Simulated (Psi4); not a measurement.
# CAM-B3LYP/def2-TZVP (core potential, sweep point 3) run of InNH4 (SMILES [NH2][InH2])

Aim: the vertical ionisation energy of InNH4 at CAM-B3LYP/def2-TZVP (core potential, sweep point 3), from 2 runs. 

The calculation is run with Psi4 1.11.

## (1) The molecule

InNH4: 6 atoms, total charge 0, spin state singlet. SMILES: `[NH2][InH2]`. The shape is that of a PBE0-D4/def2-TZVP optimisation.

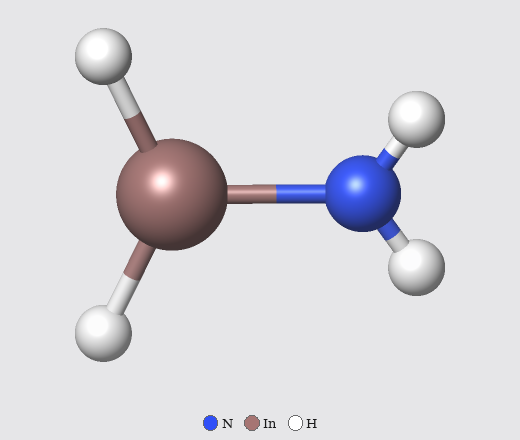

Viewed from a chosen angle; nitrogen blue, indium brown, hydrogen white.

## (2) The energy at CAM-B3LYP/def2-TZVP (core potential, sweep point 3)

File calc.dat:

```
memory 1600 mb

molecule m {
  N     -0.17423275    -2.00405456     0.06916398
  In     0.18009090     1.76859468    -0.09127377
  H     -1.13005622    -2.93455570     1.42371966
  H      0.58940558    -3.20743215    -1.18920465
  H      1.91334770     2.87332857    -2.59024760
  H     -1.29899774     3.38317668     2.29053704
  units au
  symmetry c1
}

set basis def2-TZVP
set puream true
set scf_type pk
set dft_radial_points 99
set dft_spherical_points 590

energy("cam-b3lyp")
```

Command:

```sh
$ psi4 calc.dat calc.out -n 1
```

calc.out:

```text
[...]
    !!!  WARNING: ECP capability is in beta. Please check occupations closely.  !!!
[...]
  Running in c1 symmetry.
[...]
  Nuclear repulsion =   70.741603796292026
[...]
  Multiplicity = 1
[...]
  Nalpha       = 16
  Nbeta        = 16
[...]
    Number of basis functions: 105
[...]
   @RKS iter   1:  -246.86721645996869   -9.86864e-01   9.19235e-03 DIIS/ADIIS
[...]
   @RKS iter   9:  -247.25159044233610   -3.81453e-08   5.32396e-07 DIIS
[...]
    Orbital Energies [Eh]
    ---------------------
    Doubly Occupied:
       1A    -14.351825     2A     -4.737519     3A     -3.147771
       4A     -3.136934     5A     -3.136099     6A     -0.902023
       7A     -0.831202     8A     -0.824172     9A     -0.823981
      10A     -0.822578    11A     -0.811165    12A     -0.530689
      13A     -0.505250    14A     -0.382693    15A     -0.353784
      16A     -0.307271
[...]
  @RKS Final Energy:  -247.25159044233610
   => Energetics <=
    Nuclear Repulsion Energy =             70.7416037962920257
    One-Electron Energy =                -552.7362640435906087
    Two-Electron Energy =                 252.7742650486902107
    DFT Exchange-Correlation Energy =     -18.0311952437277050
    Empirical Dispersion Energy =           0.0000000000000000
    VV10 Nonlocal Energy =                  0.0000000000000000
    Total Energy =                       -247.2515904423360951
[...]
 Multipole Moments:
 ------------------------------------------------------------------------------------
     Multipole            Electronic (a.u.)      Nuclear  (a.u.)        Total (a.u.)
 ------------------------------------------------------------------------------------
 L = 1.  Multiply by 2.5417464519 to convert [e a0] to [Debye]
 Dipole X            :          1.7622586           -1.7757233           -0.0134647
 Dipole Y            :         18.7943421          -18.9634003           -0.1690582
 Dipole Z            :         -0.8003181            0.8094175            0.0090994
 Magnitude           :                                                    0.1698375
[...]
```

It took 24 s on 1 thread of Intel Xeon Platinum 8259CL at 2.50GHz (Skylake/Cascade Lake), shared host; peak memory 0.79 GiB.

## (3) The doublet cation, same level

File calc.inp:

```
memory 1600 mb

molecule system {
  1 2
  N     -0.17423275    -2.00405456     0.06916398
  In     0.18009090     1.76859468    -0.09127377
  H     -1.13005622    -2.93455570     1.42371966
  H      0.58940558    -3.20743215    -1.18920465
  H      1.91334770     2.87332857    -2.59024760
  H     -1.29899774     3.38317668     2.29053704
  units au
  symmetry c1
}

set reference uks
set puream true
set scf_type pk
set dft_radial_points 99
set dft_spherical_points 590
set maxiter 100

result, w = energy('cam-b3lyp/def2-TZVP', return_wfn=True)
print_variables()
```

Command:

```sh
$ psi4 -i calc.inp -o calc.out -n 1
```

calc.out:

```text
[...]
    !!!  WARNING: ECP capability is in beta. Please check occupations closely.  !!!
[...]
  Running in c1 symmetry.
[...]
  Nuclear repulsion =   70.741603796292026
[...]
  Multiplicity = 2
[...]
  Nalpha       = 16
  Nbeta        = 15
[...]
    Number of basis functions: 105
[...]
   @UKS iter   1:  -246.49082789899006   -6.10475e-01   8.96455e-03 ADIIS/DIIS
[...]
   @UKS iter  18:  -246.85677187787894   -2.61269e-08   2.88445e-07 DIIS
[...]
   @S^2 Observed:                7.882315630E-01
[...]
    Orbital Energies [Eh]
    ---------------------
    Alpha Occupied:
       1A    -14.556880     2A     -5.009857     3A     -3.417538
       4A     -3.414698     5A     -3.405329     6A     -1.123896
       7A     -1.109443     8A     -1.101135     9A     -1.097666
      10A     -1.087436    11A     -1.053919    12A     -0.779297
      13A     -0.730752    14A     -0.677107    15A     -0.623635
      16A     -0.505012
    Alpha Virtual:
      17A     -0.221311    18A     -0.200888    19A     -0.143055
      20A     -0.082904    21A     -0.066680    22A     -0.062266
      23A     -0.046289    24A     -0.026901    25A     -0.019592
[...]
  @UKS Final Energy:  -246.85677187787894
   => Energetics <=
    Nuclear Repulsion Energy =             70.7416037962920257
    One-Electron Energy =                -544.6617423110783420
    Two-Electron Energy =                 244.9209558422593602
    DFT Exchange-Correlation Energy =     -17.8575892053519532
    Empirical Dispersion Energy =           0.0000000000000000
    VV10 Nonlocal Energy =                  0.0000000000000000
    Total Energy =                       -246.8567718778789413
[...]
 Multipole Moments:
 ------------------------------------------------------------------------------------
     Multipole            Electronic (a.u.)      Nuclear  (a.u.)        Total (a.u.)
 ------------------------------------------------------------------------------------
 L = 1.  Multiply by 2.5417464519 to convert [e a0] to [Debye]
 Dipole X            :          1.8253382           -1.7757233            0.0496149
 Dipole Y            :         19.4649640          -18.9634003            0.5015637
 Dipole Z            :         -0.8299652            0.8094175           -0.0205477
 Magnitude           :                                                    0.5044303
[...]
```

Wall time 61 s (1 thread of Intel Xeon Platinum 8259CL at 2.50GHz (Skylake/Cascade Lake), shared host); peak memory 0.8 GiB.

## (4) Outcome

Level: CAM-B3LYP/def2-TZVP (core potential, sweep point 3).

| quantity | value |
| --- | --- |
| singlet InNH4: total energy | -247.25159 Eh |
| singlet InNH4: dipole moment | 0.43 D |
| singlet InNH4: HOMO energy | -8.36 eV |
| singlet InNH4: LUMO energy | -0.31 eV |
| singlet InNH4: HOMO–LUMO gap | 8.05 eV |
| doublet cation: total energy | -246.85677 Eh |
| doublet cation: HOMO energy (highest over α and β) | -13.74 eV |
| doublet cation: LUMO energy (lowest over α and β) | -11.84 eV |
| doublet cation: ⟨S²⟩ | 0.788 |
| vertical ionisation energy (to the doublet cation) | 10.744 eV |

**Reading.** Removing an electron at fixed nuclei costs 10.74 eV (248 kcal/mol). −ε(HOMO) before ionisation, 8.36 eV, is 2.38 eV below this ionisation energy.
